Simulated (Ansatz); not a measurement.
System Ta₂SeO (space group P4/mmm, No. 123); source of the atomic positions: the geometry relaxed with Ansatz, DFT PBEsol, scalar-relativistic, plane waves, PAW; the starting structure was generated, so it need not be a known form of this composition.

```cif
data_structure
_symmetry_space_group_name_H-M 'P 1'
_symmetry_Int_Tables_number 1
_cell_length_a 3.5153
_cell_length_b 3.5153
_cell_length_c 4.8462
_cell_angle_alpha 90.000
_cell_angle_beta 90.000
_cell_angle_gamma 90.000
_cell_volume 59.89
loop_
_atom_site_label
_atom_site_type_symbol
_atom_site_fract_x
_atom_site_fract_y
_atom_site_fract_z
_atom_site_occupancy
Ta1 Ta 0.00000 0.00000 0.00000 1
Ta2 Ta 0.50000 0.50000 0.50000 1
Se1 Se 0.00000 0.00000 0.50000 1
O1 O 0.50000 0.50000 0.00000 1
```

Bonds are taken as O–Ta below 2.8 Å and Se–Ta below 2.8 Å. The graph is simplified in the usual way: terminal and isolated atoms are pruned, two-connected atoms become edges.

Derive the underlying net.

The result is a uninodal 6-connected, three-periodic net: Ta, Se and O are 6-connected nodes. It is the pcu net, known from NaCl, ReO3 and the B-X framework of perovskite. It is a single net, without interpenetration.

| node | links | point symbol | coordination sequence |
| --- | --- | --- | --- |
| Ta, Se and O | 6 | 4^12.6^3 | 6 18 38 66 102 146 198 258 |

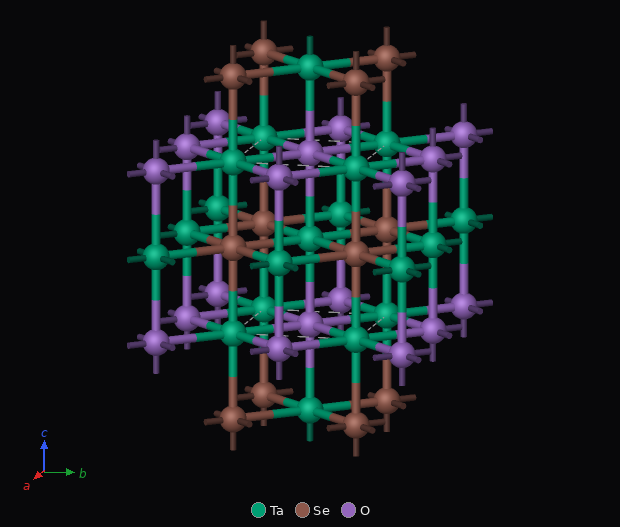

Nodes are coloured by element. Edges to nodes outside the piece are drawn as stubs.
